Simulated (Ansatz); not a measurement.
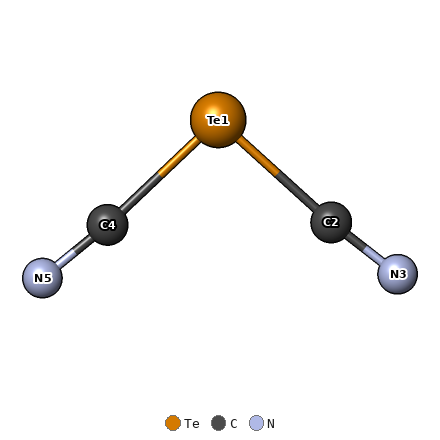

The system is Te(CN)2; the picture shows the reference structure. The first coordinate is: bond length Te1–C2; the second: angle C2–Te1–C4. Nothing is relaxed (all other coordinates rigid). The grid has 11 × 11 points. All energies are given in kJ/mol relative to the relaxed molecule at the same level. The reference is spin-restricted, which grows unreliable where a bond is stretched far. Theory: RHF/def2-TZVP in Ansatz.

Its coordinates:

```yaml
atoms:
  - { symbol: Te, position_ang: [-0.3171, 0.0063, -1.3587] }
  - { symbol: C, position_ang: [1.4593, 0.0481, -0.3438] }
  - { symbol: N, position_ang: [2.4776, 0.0732, 0.1420] }
  - { symbol: C, position_ang: [-1.4608, -0.0481, 0.3372] }
  - { symbol: N, position_ang: [-2.1590, -0.0796, 1.2232] }
```

Range: bond length Te1–C2 from 1.678 to 3.069 Å; angle C2–Te1–C4 from 59.3 to 129.3°.

Question: What will the energy surface look like?

Answer: The lowest grid point is at bond length Te1–C2 = 2.095 Å, angle C2–Te1–C4 = 94.3°, 2.1 kJ/mol from the relaxed molecule at the same level. No other kind of well shows on this grid. The highest grid point, bond length Te1–C2 = 1.678 Å, angle C2–Te1–C4 = 59.3°, lies 471 kJ/mol above the lowest. Round the minimum the two coordinates are weakly coupled (coupling 0.06 in units of the two stiffnesses).

```
angle C2–Te1–C4 ↓, bond length Te1–C2 →  1.678  1.817  1.956  2.095  2.235  2.374  2.513  2.652  2.791  2.930  3.069
                                  129.3    323    170    109    100    118    152    192    234    277    317    355
                                  122.3    288    135     74     67     88    124    167    212    257    300    340
                                  115.3    260    106     46     40     63    101    146    194    241    286    328
                                  108.3    241     86     26     20     44     84    131    180    228    275    318
                                  101.3    231     74     13      7     32     72    120    171    220    268    312
                                   94.3    231     71      9      2     27     67    116    167    217    265    310
                                   87.3    243     80     15      7     30     70    118    169    219    267    312
                                   80.3    270    102     34     23     44     82    129    179    228    275    319
                                   73.3    314    141     68     53     71    106    150    198    245    290    333
                                   66.3    380    200    121    101    114    145    185    229    273    315    355
                                   59.3    473    286    200    173    179    204    239    277    316    353    389
```

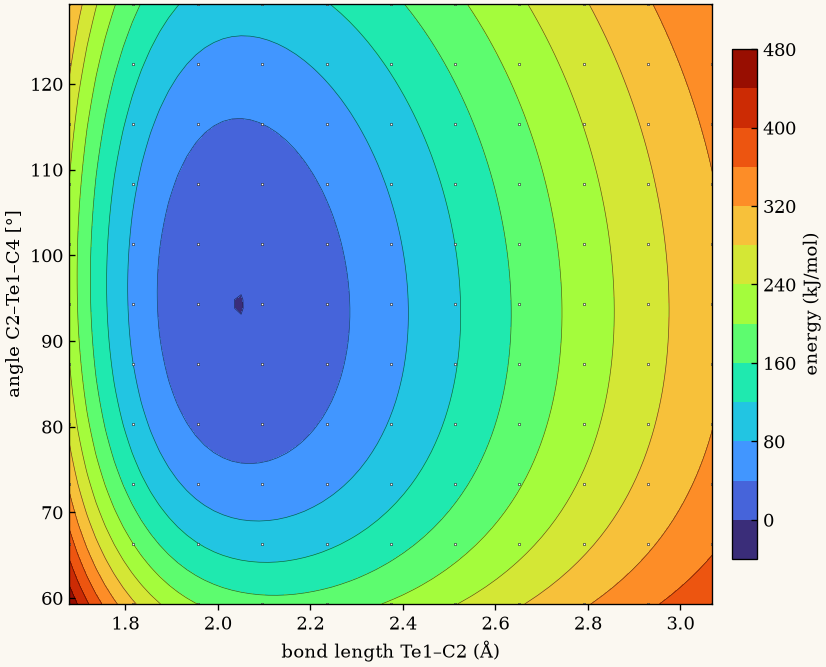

The picture shows filled contours, dots at the grid points. Between grid points the surface is interpolated.

The whole map (121 points run) took 9.4 min on 1 thread of Arm Neoverse V2 (shared host).
